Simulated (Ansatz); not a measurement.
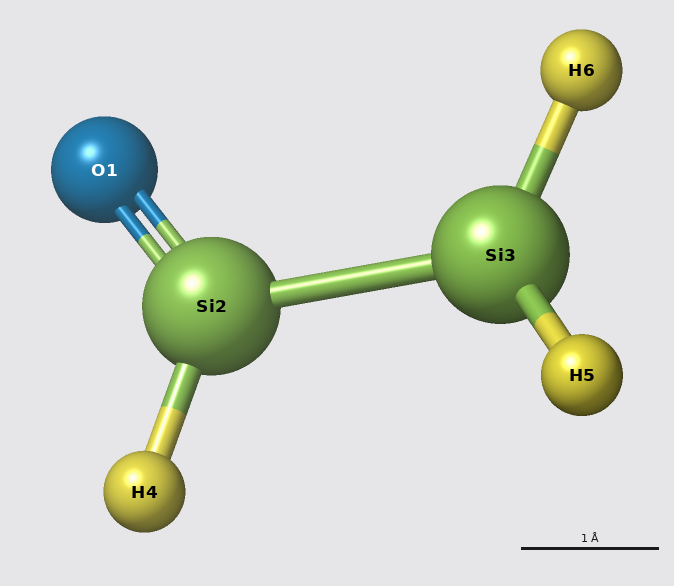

Atoms carry their numbers in the input. State: neutral, doublet. Computed geometry: PBE0-D4/def2-TZVP optimisation. No frequency run is at hand to confirm it as a minimum.

> What is the geometry at Si2?

Si2 has 3 neighbours (O1 at 1.52, Si3 at 2.27, H4 at 1.49 Å); the arrangement is trigonal planar.
